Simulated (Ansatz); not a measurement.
B$_{2}$FGeH$_{3}$O

Input file:

```
crystal:
  periodic: [false, false, false]
  atoms:
    - {symbol: F, position_ang: [2.228561, 0.429094, 1.366219]}
    - {symbol: B, position_ang: [1.131095, 0.198557, 0.659120]}
    - {symbol: B, position_ang: [-0.546297, 0.571052, 0.924976]}
    - {symbol: Ge, position_ang: [-0.659165, -0.395507, -0.898339]}
    - {symbol: O, position_ang: [1.174427, -0.446938, -0.528808]}
    - {symbol: H, position_ang: [-1.279465, 1.089672, 1.701760]}
    - {symbol: H, position_ang: [-0.828178, 0.349690, -2.233332]}
    - {symbol: H, position_ang: [-1.128878, -1.852619, -1.047297]}
basis:
  gaussian: {orbitals: def2-TZVPP}
hamiltonian: {xc: pbe0, dispersion: d4}
output: {orbitals: {seedname: orbitals}}
```

Command:

```sh
ansatz run in.yaml --threads 4 --pin off --events-out ev --progress --plain --max-ram 10444MiB
```

Geometry: PBE0-D4/def2-TZVP.

The calculation used RKS PBE0-D4/def2-TZVPP (Ansatz).

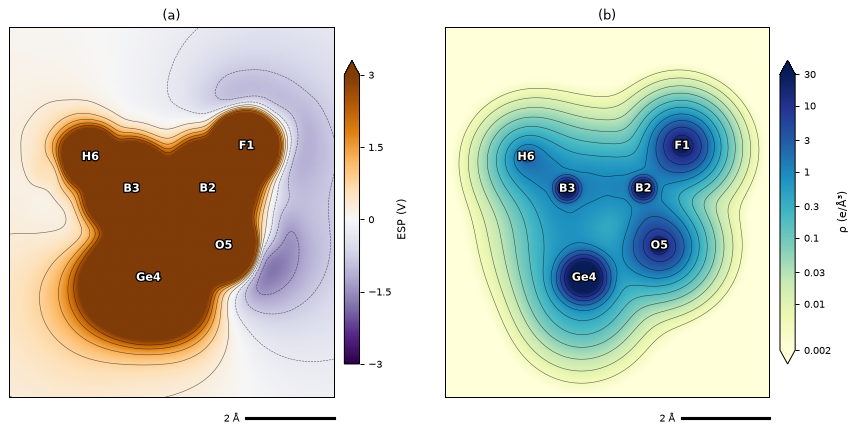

Figure 1. (a) molecular electrostatic potential; (b) total electron density on the plane of atoms B2, O5 and Ge4.

**What do the fields say about this system?**

Atoms in the plane: F, B, Ge, O and H. B–F (1.33 Å): ρ is about 2.2 e/Å³ halfway. B–O (1.35 Å): ρ is about 2.2 e/Å³ halfway. B–B (1.74 Å): ρ at the midpoint is about 1 e/Å³. Ge–O (1.87 Å): ρ at the midpoint is about 0.82 e/Å³. Ge–B (2.07 Å): ρ is about 0.74 e/Å³ halfway. Outside the dense part of the molecule the potential is most negative (−1.8 V) near O5.

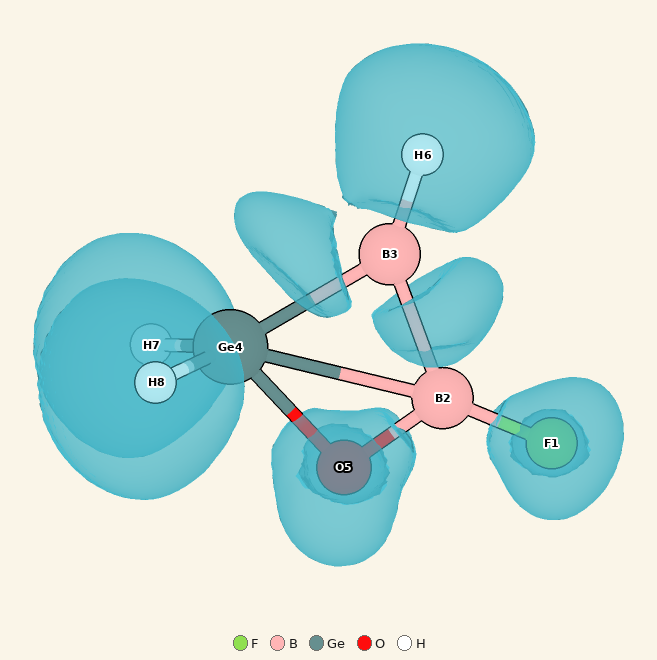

Figure 2. Isosurface of the electron localisation function at 0.75 (cyan), seen at a tilt. Core shells and regions of very low density are left out.

**Where are the electrons localised?**

The ELF exceeds this value in one region between bonded B–B atoms (shared pairs), three regions around hydrogen nuclei, one region on F in which the atom's valence shell and bonds are merged, one region on O in which the atom's valence shell and bonds are merged and one region wrapped around Ge (its valence shell). Profiles from the grid: B–F (1.33 Å): the ELF peaks at about 0.85 between the atoms: a shared but strongly polarised pair. B–O (1.35 Å): the ELF peaks at about 0.90 between the atoms; a polar covalent bond.

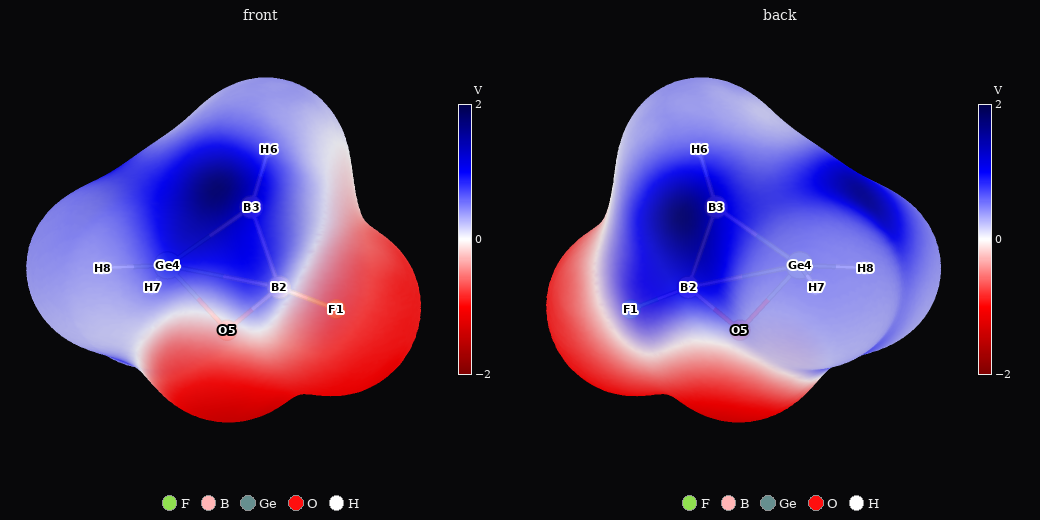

Figure 3. The molecular electrostatic potential painted on the density surface at 0.001 e/bohr³, seen from the front and from behind; the colour scale runs from red (negative) to blue (positive).

**Which sites attract a positive test charge, and which a negative one?**

A positive charge is drawn to the negative regions and a negative charge to the positive ones. The most negative region (about −1.3 V) lies over O5, the most positive (about +1.7 V) over B3. O5 is the likeliest acceptor of a hydrogen bond.

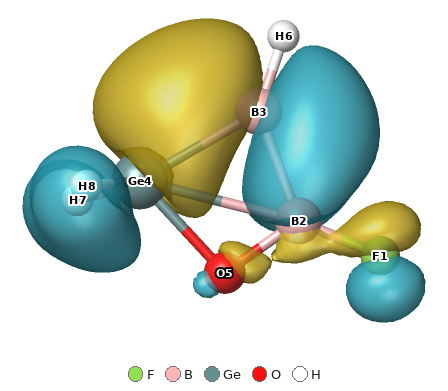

Figure 4. The HOMO at ±0.08 Å⁻³ᐟ² (yellow and cyan are the two phases), seen across its widest extent.

**Describe this orbital and give its energy.**

Its weight (Hirshfeld) is mainly on B3 (about 35 %), Ge4 (about 30 %), B2 (about 15 %) and F1 (about 5 %). Its energy is −7.82 eV.
